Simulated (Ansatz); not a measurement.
# [BH3]− (SMILES [BH3-]): levels of theory compared

Aim: a comparison of 6 runs (UHF/3-21G, UPBE/3-21G, UCCSDT/3-21G, UCCSD/3-21G, UCCSD(T)/3-21G, UCCSD(T)/6-31G*) of [BH3]−. 

Program for the calculation: Ansatz 0.2.0.

2 further runs of the same task are left out: 2 set aside as unsound or not needed.

### 1 The molecule

The species is [BH3]− (4 atoms), meant as a doublet with charge -1. SMILES: `[BH3-]`. The H3–B1 distance was set to 2.507 Å, away from the relaxed value. At this shape a bond of the SMILES string is far longer than usual.

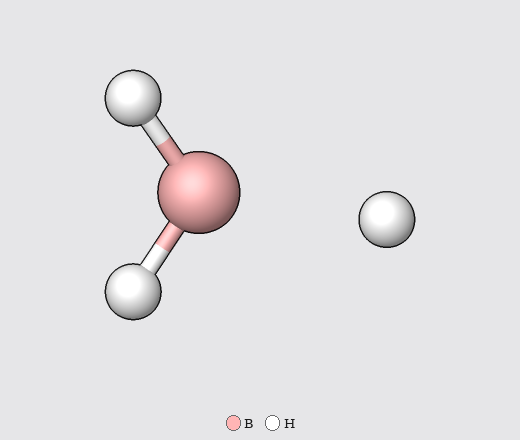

The structure, seen from a chosen angle (boron pink, hydrogen white).

### 2 The energy at UHF/3-21G (run 1)

File input.yaml:

```yaml
crystal:
  periodic: [false, false, false]
  atoms:
    - {symbol: B, position_ang: [0.580105, 1.086458, -0.586002]}
    - {symbol: H, position_ang: [1.346755, 1.576348, 0.276288]}
    - {symbol: H, position_ang: [-0.279230, -1.161080, 0.118390]}
    - {symbol: H, position_ang: [-0.358595, 1.869648, -0.865282]}
basis:
  gaussian:
    orbitals: 3-21G.json
total_charge: -1
magnetization:
  spin_polarized: true
  initial_magnetization: 1
hamiltonian:
  xc: hf
accuracy: high
```

The basis set 3-21G is read from a file made from the Basis Set Exchange's data (not shown).

Started as:

```sh
$ ansatz run input.yaml --threads 1 --pin off --max-ram 2610MiB --events-out events.jsonl --progress --plain --runs-dir runs
```

What it wrote:

```text
Warning: RAYON_NUM_THREADS=1 ignored (pool sized by the plan → 1); use --threads N
Functional definition: HF
  name "HF"
  exchange = exact_x
  correlation = 0
290 factors; integrals over basis functions are off by at most 3.2e-9 eV
mean field evaluation 1: about -707.4539 eV, gradient 1.1e1 eV
mean field evaluation 2: about -707.4511 eV, gradient 1.1e1 eV
mean field evaluation 4: about -709.3061 eV, gradient 1.7e0 eV
mean field evaluation 8: about -709.4206 eV, gradient 1.6e-1 eV
mean field evaluation 16: about -709.3511 eV, gradient 2.4e0 eV
mean field evaluation 32: about -709.5380 eV, gradient 1.1e0 eV
mean field evaluation 64: about -691.0316 eV, gradient 1.2e1 eV
mean field evaluation 96: about -706.7022 eV, gradient 2.8e0 eV
mean field evaluation 128: about -709.4222 eV, gradient 2.4e-5 eV
mean field -709.72817557 eV, -26.0820293810 hartree, gradient 2.1e-8 eV, S^2 1.307112; 4 other end points of the search recorded, 0 dependent functions left out
reference -709.72817557 eV, -26.0820293810 hartree; 5, 4 occupied and 10, 11 virtual orbitals, 290 factors
Total energy: -709.72817557 eV, -26.0820293810 hartree
```

It took 0.14 s on 1 thread of Arm Neoverse V1, shared host.

### 3 A single-point energy at UPBE/3-21G (run 2)

File job.yaml:

```yaml
crystal:
  periodic: [false, false, false]
  atoms:
    - {symbol: B, position_ang: [0.580105, 1.086458, -0.586002]}
    - {symbol: H, position_ang: [1.346755, 1.576348, 0.276288]}
    - {symbol: H, position_ang: [-0.279230, -1.161080, 0.118390]}
    - {symbol: H, position_ang: [-0.358595, 1.869648, -0.865282]}
basis:
  gaussian:
    orbitals: 3-21G.json
total_charge: -1
magnetization:
  spin_polarized: true
  initial_magnetization: 1
hamiltonian:
  xc: pbe
accuracy: high
```

The basis set 3-21G is read from a file made from the Basis Set Exchange's data (not shown).

Started as:

```sh
$ ansatz run job.yaml --threads 1 --pin off --max-ram 2610MiB --events-out events.jsonl --progress --plain --runs-dir runs
```

What it wrote:

```text
Warning: RAYON_NUM_THREADS=1 ignored (pool sized by the plan → 1); use --threads N
Functional definition: PBE
  name "PBE"
  parameter kappa = 0.804
  parameter beta = 0.06672455060314922
  exchange = pbe_x(kappa = kappa, mu = beta*pi^2/3)
  correlation = pbe_c(beta = beta)
290 factors; integrals over basis functions are off by at most 3.2e-9 eV
mean field evaluation 1: about -713.0707 eV, gradient 9.9e0 eV
mean field evaluation 2: about -701.6931 eV, gradient 2.8e1 eV
mean field evaluation 4: about -714.6684 eV, gradient 7.1e-1 eV
mean field evaluation 8: about -714.6577 eV, gradient 9.0e-2 eV
mean field evaluation 16: about -714.6579 eV, gradient 1.1e-4 eV
mean field -714.65788715 eV, -26.2631929404 hartree, gradient 5.8e-8 eV, S^2 0.777451; 2 other end points of the search recorded, 0 dependent functions left out
reference -714.65788922 eV, -26.2631930164 hartree; 5, 4 occupied and 10, 11 virtual orbitals, 290 factors
Total energy: -714.65788922 eV, -26.2631930164 hartree
```

Wall time 0.89 s (1 thread of Arm Neoverse V1, shared host); peak memory 0.099 GiB.

Run 3 isn't shown in full; the table further down has it.

### 4 The energy at UCCSD/3-21G (run 4)

File input.yaml:

```yaml
basis:
  gaussian: {orbitals: 3-21G.json}
crystal:
  periodic: [false, false, false]
  atoms:
    - {symbol: B, position_ang: [0.580105, 1.086458, -0.586002]}
    - {symbol: H, position_ang: [1.346755, 1.576348, 0.276288]}
    - {symbol: H, position_ang: [-0.279230, -1.161080, 0.118390]}
    - {symbol: H, position_ang: [-0.358595, 1.869648, -0.865282]}
total_charge: -1
magnetization: {spin_polarized: true, initial_magnetization: 1}
correlation: {method: ccsd, frozen_orbitals: {B: 1, H: 0}}
accuracy: high
scf: {omitted_lower_state_checks: [cluster_reference, increment]}
```

The basis set 3-21G is read from a file made from the Basis Set Exchange's data (not shown).

Started as:

```sh
$ ansatz run input.yaml --threads 1 --pin off --max-ram 2610MiB --events-out events.jsonl --progress --plain --runs-dir runs
```

What it wrote:

```text
Warning: RAYON_NUM_THREADS=1 ignored (pool sized by the plan → 1); use --threads N
[... 14 lines left out ...]
1 core orbitals not correlated: weight in the atoms' cores, before any rotation towards them, 1.000 or more for the frozen orbitals, at most 0.000 for the correlated occupied ones
[... 42 lines left out ...]
Total energy: -711.89582248 eV, -26.1616889360 hartree
Checks for a lower state left out: cluster_reference, increment
```

Wall time 0.24 s (1 thread of Arm Neoverse V1, shared host).

Run 5 isn't shown in full; the table further down has it.

### 5 A single-point energy at UCCSD(T)/6-31G(d) (spherical functions) (run 6)

File run.yaml:

```yaml
crystal:
  periodic: [false, false, false]
  atoms:
    - {symbol: B, position_ang: [0.580105, 1.086458, -0.586002]}
    - {symbol: H, position_ang: [1.346755, 1.576348, 0.276288]}
    - {symbol: H, position_ang: [-0.279230, -1.161080, 0.118390]}
    - {symbol: H, position_ang: [-0.358595, 1.869648, -0.865282]}
basis:
  gaussian: {orbitals: 6-31G_st_-spherical.json}
scf: {omitted_lower_state_checks: [cluster_reference, increment]}
correlation: {method: ccsd_t, frozen_orbitals: {B: 1, H: 0}}
total_charge: -1
magnetization: {spin_polarized: true, initial_magnetization: 1}
accuracy: high
```

The basis set 6-31G* is read from a file made from the Basis Set Exchange's data (not shown).

Started as:

```sh
$ ansatz run run.yaml --threads 1 --pin off --max-ram 2610MiB --events-out events.jsonl --progress --plain --runs-dir runs
```

What it wrote:

```text
Warning: RAYON_NUM_THREADS=1 ignored (pool sized by the plan → 1); use --threads N
[... 13 lines left out ...]
1 core orbitals not correlated: weight in the atoms' cores, before any rotation towards them, 1.000 or more for the frozen orbitals, at most 0.000 for the correlated occupied ones
[... 38 lines left out ...]
Total energy: -716.52903667 eV, -26.3319564168 hartree
Checks for a lower state left out: cluster_reference, increment
```

Wall time 0.34 s (1 thread of Arm Neoverse V1, shared host).

### 6 All runs side by side

```csv
run,level,frozen core orbitals,energy (Eh),⟨S²⟩,wall time
1,UHF/3-21G,–,-26.082029,1.307,0.14 s
2,UPBE/3-21G,–,-26.263193,0.777,0.89 s
3,UCCSDT/3-21G,1,-26.165509,1.307,0.73 s
4,UCCSD/3-21G,1,-26.161689,1.307,0.24 s
5,UCCSD(T)/3-21G,1,-26.163946,1.307,0.24 s
6,UCCSD(T)/6-31G* (spherical functions),1,-26.331956,1.146,0.34 s
```

### 7 Results

| quantity | value |
| --- | --- |
| run 6: total energy | -26.33196 Eh |
| run 6: correlation energy (1 core orbital frozen) | -103.7 mEh |
| run 6: (T) correction | -3.40 mEh |
| run 6: ⟨S²⟩ of the reference determinant | 1.146 |
| run 6: T1 diagnostic | 0.077 |

In words: Below the UHF energy at the same shape and in the same basis (3-21G): UCCSDT -83.5 mEh; UCCSD -79.7 mEh; UCCSD(T) -81.9 mEh. Spin contamination of the reference: run 3 ⟨S²⟩ = 1.31, run 4 ⟨S²⟩ = 1.31, run 5 ⟨S²⟩ = 1.31, run 1 ⟨S²⟩ = 1.31, run 6 ⟨S²⟩ = 1.15. All runs together took 2.6 s, the longest 0.89 s.
